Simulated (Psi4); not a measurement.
# HF (hydrogen fluoride): CCSD(T)/6-31G(d) (spherical functions, sweep point 4)

What is the vertical ionisation energy of HF (hydrogen fluoride) at CCSD(T)/6-31G* (spherical functions, sweep point 4)? The job is set up through a Python script.

Program for the calculation: Psi4 1.11.

### 1 The structure to begin with

HF has 2 atoms, charge 0, and is taken as a singlet. As SMILES, `F`. The coordinates come from a PBE0-D4/def2-TZVP relaxation.

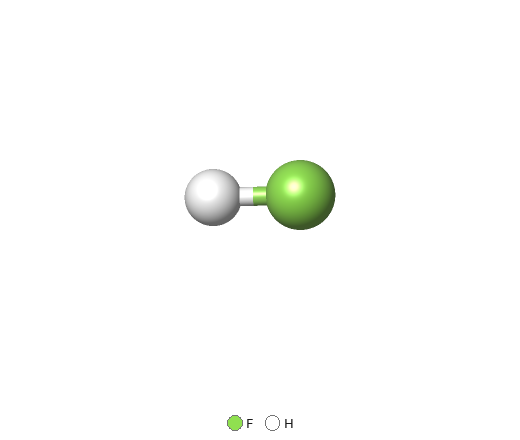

Viewed from a chosen angle; fluorine green, hydrogen white.

### 2 The energy at CCSD(T)/6-31G(d) (spherical functions, sweep point 4)

Contents of run.py:

```python
import psi4

psi4.set_memory('1600 MB')
psi4.set_num_threads(1)
psi4.set_output_file('run.log', False)

molecule = psi4.geometry("""
0 1
F     -0.390000     0.144600    -0.196400
H      0.390000    -0.144600     0.196400
symmetry c1
""")

psi4.set_options({
    'basis': '6-31G*',
    'puream': True,
    'scf_type': 'pk',
    'num_frozen_docc': 1,
})

result = psi4.energy("ccsd(t)")
print(f'total energy {result:.8f} hartree = {result * 27.211386:.5f} eV')
for k, v in sorted(psi4.core.scalar_variables().items()):
    print(f'{k:45s} {v:18.10f}')
```

The run is started by

```
$ python run.py
```

run.log (excerpt; [...] marks lines left out):

```text
[...]
  Running in c1 symmetry.
[...]
  Nuclear repulsion =    5.176952311050555
[...]
  Multiplicity = 1
[...]
  Nalpha       = 5
  Nbeta        = 5
[...]
    Number of basis functions: 16
[...]
   @RHF iter   1:   -99.96366799801103   -3.43794e-01   1.91142e-02 ADIIS/DIIS
[...]
   @RHF iter   9:  -100.00070088997063   -1.27898e-13   2.60670e-09 DIIS
[...]
    Orbital Energies [Eh]
    ---------------------
    Doubly Occupied:
       1A    -26.273051     2A     -1.578675     3A     -0.744265
       4A     -0.628192     5A     -0.628192
[...]
  @RHF Final Energy:  -100.00070088997063
   => Energetics <=
    Nuclear Repulsion Energy =              5.1769523110505551
    One-Electron Energy =                -150.6505544320204422
    Two-Electron Energy =                  45.4729012309992697
    Total Energy =                       -100.0007008899706307
[...]
 Multipole Moments:
 ------------------------------------------------------------------------------------
     Multipole            Electronic (a.u.)      Nuclear  (a.u.)        Total (a.u.)
 ------------------------------------------------------------------------------------
 L = 1.  Multiply by 2.5417464519 to convert [e a0] to [Debye]
 Dipole X            :         -0.0000000           -0.0000000           -0.0000000
 Dipole Y            :          0.0000000            0.0000000            0.0000000
 Dipole Z            :         -0.0799787            0.8627082            0.7827295
 Magnitude           :                                                    0.7827295
[...]
      * MP2 total energy                      = -100.179172238827974
[...]
      * CCSD total energy                     = -100.183578453644373
[...]
      * CCSD(T) total energy                  = -100.185203228471522
```

On the terminal:

```text
total energy -100.18520323 hartree = -2726.17824 eV
(T) CORRECTION ENERGY                              -0.0016247748
CC D1 DIAGNOSTIC                                    0.0120637546
CC D2 DIAGNOSTIC                                    0.1149589489
CC NEW D1 DIAGNOSTIC                                0.0120637546
CC T1 DIAGNOSTIC                                    0.0059714814
CCSD CORRELATION ENERGY                            -0.1828775637
CCSD DOUBLES ENERGY                                -0.1828775637
CCSD ITERATIONS                                    10.0000000000
CCSD OPPOSITE-SPIN CORRELATION ENERGY              -0.1399554421
CCSD SAME-SPIN CORRELATION ENERGY                  -0.0429221216
CCSD SINGLES ENERGY                                 0.0000000000
CCSD TOTAL ENERGY                                -100.1835784536
CCSD(T) CORRELATION ENERGY                         -0.1845023385
CCSD(T) TOTAL ENERGY                             -100.1852032285
CURRENT CORRELATION ENERGY                         -0.1845023385
CURRENT ENERGY                                   -100.1852032285
CURRENT REFERENCE ENERGY                         -100.0007008900
DD SOLVATION ENERGY                                 0.0000000000
HF KINETIC ENERGY                                 100.0307532186
HF POTENTIAL ENERGY                              -200.0314541086
HF TOTAL ENERGY                                  -100.0007008900
HF VIRIAL RATIO                                     1.9996995691
MP2 CORRELATION ENERGY                             -0.1784713489
MP2 DOUBLES ENERGY                                 -0.1784713489
MP2 OPPOSITE-SPIN CORRELATION ENERGY               -0.1301487286
MP2 SAME-SPIN CORRELATION ENERGY                   -0.0483226203
MP2 SINGLES ENERGY                                 -0.0000000000
MP2 TOTAL ENERGY                                 -100.1791722388
NUCLEAR REPULSION ENERGY                            5.1769523111
ONE-ELECTRON ENERGY                              -150.6505544320
PCM POLARIZATION ENERGY                             0.0000000000
PE ENERGY                                           0.0000000000
SCF ITERATION ENERGY                             -100.0007008900
SCF ITERATIONS                                      9.0000000000
SCF TOTAL ENERGY                                 -100.0007008900
TWO-ELECTRON ENERGY                                45.4729012310
```

It took 2.5 s on 1 thread of AMD EPYC 9R45 (Zen 5), shared host; peak memory 0.2 GiB.

### 3 The doublet cation at the same level

Contents of fh.py:

```python
import psi4

psi4.set_memory('1600 MB')
psi4.set_num_threads(1)
psi4.set_output_file('output.dat', False)

mol = psi4.geometry("""
1 2
F     -0.390000     0.144600    -0.196400
H      0.390000    -0.144600     0.196400
symmetry c1
""")

psi4.set_options({
    'reference': 'uhf',
    'puream': True,
    'scf_type': 'pk',
    'num_frozen_docc': 1,
    'maxiter': 150,
})

result, w = psi4.energy('ccsd(t)/6-31G*', return_wfn=True)
print('E =', round(result, 9))
```

The run is started by

```
$ python fh.py
```

output.dat (excerpt; [...] marks lines left out):

```text
[...]
  Running in c1 symmetry.
[...]
  Nuclear repulsion =    5.176952311050555
[...]
  Multiplicity = 2
[...]
  Nalpha       = 5
  Nbeta        = 4
[...]
    Number of basis functions: 16
[...]
   @UHF iter   1:   -99.42867654574066    1.91198e-01   2.37496e-02 DIIS/ADIIS
[...]
   @UHF iter  11:   -99.48080755027397    0.00000e+00   1.37068e-09 DIIS
[...]
   @S^2 Observed:                7.538138687E-01
[...]
    Orbital Energies [Eh]
    ---------------------
    Alpha Occupied:
       1A    -26.991123     2A     -2.268225     3A     -1.385509
       4A     -1.375200     5A     -1.273452
    Alpha Virtual:
       6A     -0.165671     7A      0.606213     8A      0.876609
       9A      0.942934    10A      1.033987    11A      1.398724
      12A      1.495732    13A      1.549049    14A      1.566142
      15A      1.569151    16A      2.435855
    Beta Occupied:
[...]
  @UHF Final Energy:   -99.48080755027397
   => Energetics <=
    Nuclear Repulsion Energy =              5.1769523110505551
    One-Electron Energy =                -144.4700056121655507
    Two-Electron Energy =                  39.8122457508410434
    Total Energy =                        -99.4808075502739655
  UHF NO Occupations:
  HONO-2 :    3  A 1.9995742
  HONO-1 :    4  A 1.9986550
[...]
 Multipole Moments:
 ------------------------------------------------------------------------------------
     Multipole            Electronic (a.u.)      Nuclear  (a.u.)        Total (a.u.)
 ------------------------------------------------------------------------------------
 L = 1.  Multiply by 2.5417464519 to convert [e a0] to [Debye]
 Dipole X            :          0.0000000           -0.0000000            0.0000000
 Dipole Y            :          0.0000000            0.0000000            0.0000000
 Dipole Z            :          0.0948423            0.8627082            0.9575505
 Magnitude           :                                                    0.9575505
[...]
      * MP2 total energy                      =  -99.604404165011928
[...]
      * CCSD total energy                     =  -99.616265658729986
[...]
      * CCSD(T) total energy                     =  -99.617654935057899
```

The script printed:

```text
E = -99.617654935
```

Run time: 2.6 s. Hardware: 1 thread of AMD EPYC 9R45 (Zen 5), shared host; peak memory 0.2 GiB.

### 4 Summary of results

At CCSD(T)/6-31G* (spherical functions, sweep point 4), 1 core orbital frozen:

| quantity | value |
| --- | --- |
| singlet HF: total energy | -100.18520 Eh |
| singlet HF: HOMO energy (Hartree–Fock orbitals) | -17.09 eV |
| singlet HF: LUMO energy (Hartree–Fock orbitals) | 5.97 eV |
| singlet HF: HOMO–LUMO gap (Hartree–Fock orbitals) | 23.07 eV |
| singlet HF: correlation energy (1 core orbital frozen) | -184.5 mEh |
| singlet HF: (T) correction | -1.62 mEh |
| singlet HF: T1 diagnostic | 0.006 |
| doublet cation: total energy | -99.61765 Eh |
| doublet cation: HOMO energy (Hartree–Fock orbitals) (highest over α and β) | -33.10 eV |
| doublet cation: LUMO energy (Hartree–Fock orbitals) (lowest over α and β) | -11.64 eV |
| doublet cation: correlation energy (1 core orbital frozen) | -136.8 mEh |
| doublet cation: (T) correction | -1.39 mEh |
| doublet cation: ⟨S²⟩ of the reference determinant | 0.754 |
| doublet cation: T1 diagnostic | 0.010 |
| vertical ionisation energy (to the doublet cation) | 15.444 eV |

What this shows: The vertical ionisation energy comes to 15.44 eV (356 kcal/mol). The triples (singlet HF) make up 0.9 % of the correlation energy. The triples (doublet cation) make up 1.0 % of the correlation energy.
